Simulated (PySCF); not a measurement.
# C4H7N, SMILES `C=C/N=C\C`: electronic structure

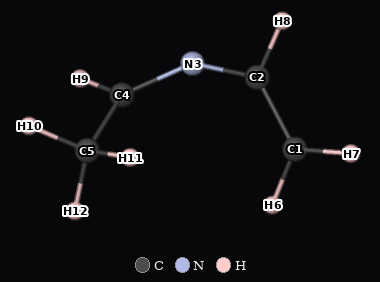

The molecule, with its atoms numbered as below. No frequency check shows the geometry to be a minimum.

Cartesian coordinates (Å):

```
C1      -1.7333    0.6984   -0.2363
C2      -1.1706   -0.3632    0.3327
N3      -0.0482   -1.0132   -0.1148
C4       1.1119   -0.5456   -0.2245
C5       1.6071    0.7999    0.1993
H6      -1.2742    1.1973   -1.0731
H7      -2.6929    1.0618    0.0837
H8      -1.6646   -0.8956    1.1373
H9       1.8548   -1.2110   -0.6568
H10      2.4854    0.6864    0.8328
H11      0.8344    1.3473    0.7341
H12      1.9039    1.3695   -0.6808
```

Part 1: Bonding charge

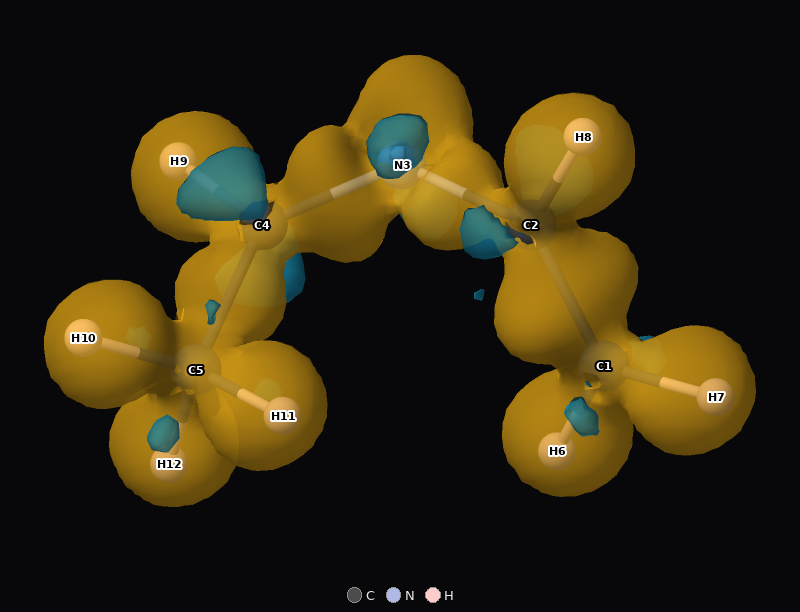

Deformation density (molecule less spherical, spin-averaged free atoms at the same positions), surfaces at ±0.1 e/Å³; yellow: gain, teal: loss.

Level of theory: TPSS/6-311+G** (PySCF), at a geometry from GFN2-xTB.

Q: Describe the bonding that the map shows.

A: The five largest and four smallest: C4–H9: +0.74 e/Å³ at the bond critical point (bond length 1.09 Å). C2–H8: +0.72 e/Å³ at the bond critical point (bond length 1.08 Å). C1–H7: +0.69 e/Å³ at the bond critical point (bond length 1.07 Å). C1–H6: +0.68 e/Å³ at the bond critical point (bond length 1.08 Å). C5–H11: +0.68 e/Å³ at the bond critical point (bond length 1.09 Å). C5–H12: +0.64 e/Å³ at the bond critical point (bond length 1.09 Å). N3–C4: +0.54 e/Å³ at the bond critical point (bond length 1.26 Å). C4–C5: +0.49 e/Å³ at the bond critical point (bond length 1.50 Å). C2–N3: +0.36 e/Å³ at the bond critical point (bond length 1.37 Å). In all, 2.6 electrons gather in the regions of gain relative to the promolecule.

Q: Where do the Hirshfeld charges lie?

A: The highest Hirshfeld charge is on C4 (+0.06 e), the lowest on N3 (−0.14 e).

| atom | charge (e) |
| --- | --- |
| C1 | −0.11 |
| C2 | 0.00 |
| N3 | −0.14 |
| C4 | +0.06 |
| C5 | −0.09 |
| H6 | +0.03 |
| H7 | +0.04 |
| H8 | +0.05 |
| H9 | +0.04 |
| H10 | +0.04 |
| H11 | +0.04 |
| H12 | +0.05 |

Part 2: Bond critical points

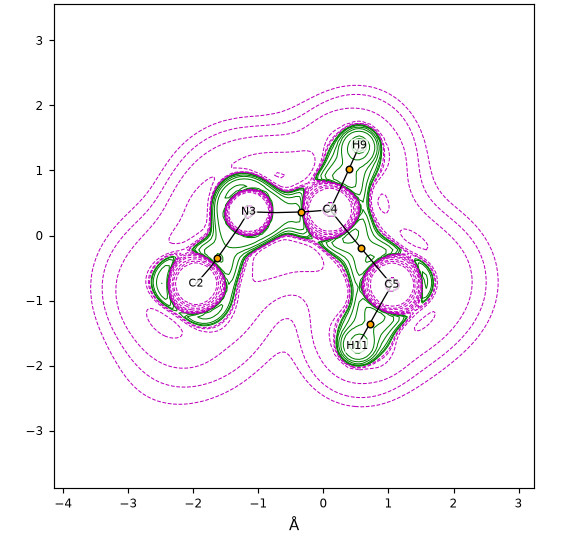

Negative Laplacian of the density (−∇²ρ) in the plane of C2, N3, C4, C5, H9 and H11 (solid green lines positive, dashed magenta lines negative, contours at ±0.02 to ±8 a.u.), with bond paths and bond critical points (dots).

Q: At which bond critical points in this plane is charge locally concentrated, and at which depleted?

A: Concentrated (∇²ρ < 0): N3–C4 (−0.63 a.u.); C2–N3 (−0.87 a.u.); C4–H9 (−0.99 a.u.); C5–H11 (−0.94 a.u.); C4–C5 (−0.62 a.u.). At none is it depleted.

Q: Where along N3–C4 does the critical point lie?

A: 0.81 Å from N3 and 0.44 Å from C4.

Part 3: Local ionisation energy

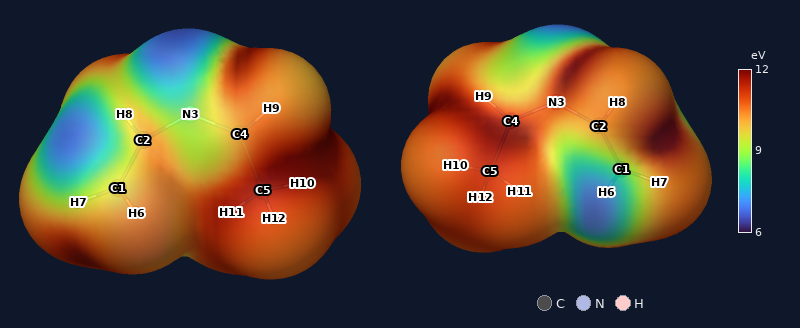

Average local ionisation energy on the surface of electron density 0.001 a.u. (back view left, front view right).

Q: Where are the most loosely bound electrons on this surface?

A: The lowest value is 6.7 eV, 2.0 Å from N3. Further minima include 6.9 eV, over C1, off the plane of its three bonds (2.1 Å); 7.0 eV, over C1, off the plane of its three bonds (2.1 Å); 9.9 eV, 1.4 Å from H9. For comparison, the highest occupied orbital lies at −5.3 eV.

Q: What volume does the surface enclose, and what is the dipole moment?

A: About 113 Å³; the dipole moment is 1.9 D.

Part 4: Localised orbitals

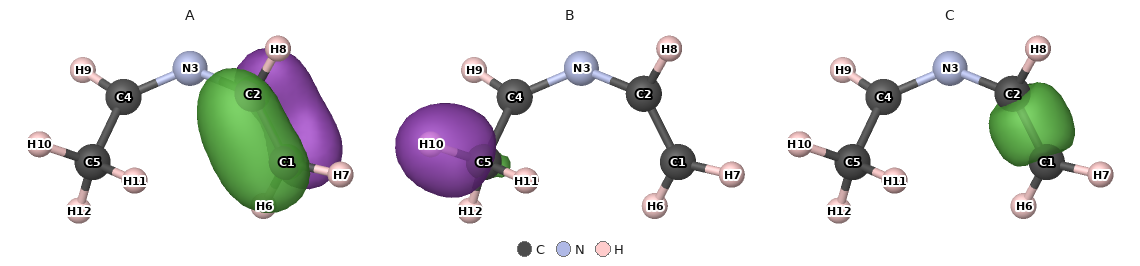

Intrinsic bond orbitals (IBO), occupied; each surface holds about 70 % of the orbital's density. Energies are diagonal elements of the Fock matrix.

PySCF calculation, TPSSh/cc-pVTZ, gas phase; geometry: GFN2-xTB.

Q: Name the orbitals, with their atomic make-up and energies.

A: By panel:
- A: π bond C1–C2 (C1 53 %, C2 46 %; −7.4 eV)
- B: σ bond C5–H10 (C5 57 %, H10 42 %; −12.9 eV)
- C: σ bond C2–C1 (C2 50 %, C1 49 %; −16.3 eV)

Q: Which has the smallest and which the largest spatial spread?

A: Smallest: C (0.76 Å); largest: A (1.22 Å).

Part 5: Stretching a bond

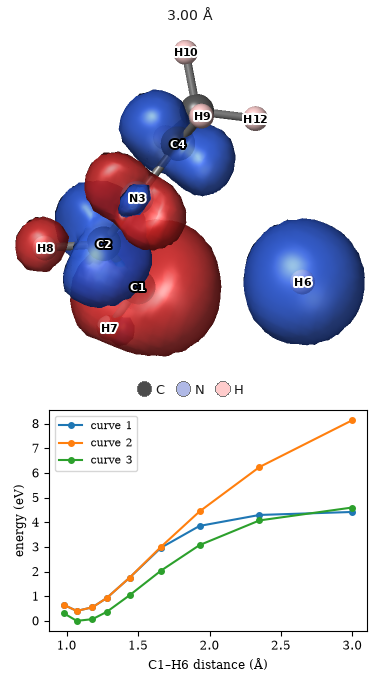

Rigid stretch of the C1–H6 bond. Broken-symmetry UHF spin density at ±0.03 e/Å³ (blue: α, red: β). Below: energies along the scan, from the lowest point of the three curves.

Computed with PySCF, def2-SVP basis, geometry: GFN2-xTB.

UHF's ⟨S²⟩ passes 1 along the scan (up to 1.30), so it also polarises electrons outside the stretched bond; its energy lowering isn't due to that bond alone.

Q: How does the broken-symmetry solution share the spin, and how far is it from a pure singlet?

A: At 3.00 Å excess α spin lies mostly on H6 and excess β on C1; the two could be swapped at no cost. ⟨S²⟩ is 1.30 at 3.00 Å, against 0 for a pure singlet and 1 for an equal mix of singlet and triplet.

Q: Which curve is which method?

A: Curve 1 is UHF. Curve 2 is RHF. Curve 3 is CASSCF(2,2). RHF rises too steeply because it keeps both electrons in one orbital and so mixes in ionic fragments.

Q: Where does the UHF solution part from RHF?

A: Between 1.28 Å (⟨S²⟩ = 0, the two coincide) and 1.44 Å (⟨S²⟩ = 0.02); at 3.00 Å ⟨S²⟩ is 1.30 and UHF lies 3.7 eV below RHF.

Q: How much energy does the stretch cost?

A: By CASSCF, 4.6 eV from the lowest point of the scan (1.07 Å) to 3.00 Å; RHF gives 7.7 eV from its own lowest point. The fragments aren't relaxed and dynamic correlation is missing, so this isn't a bond dissociation energy.
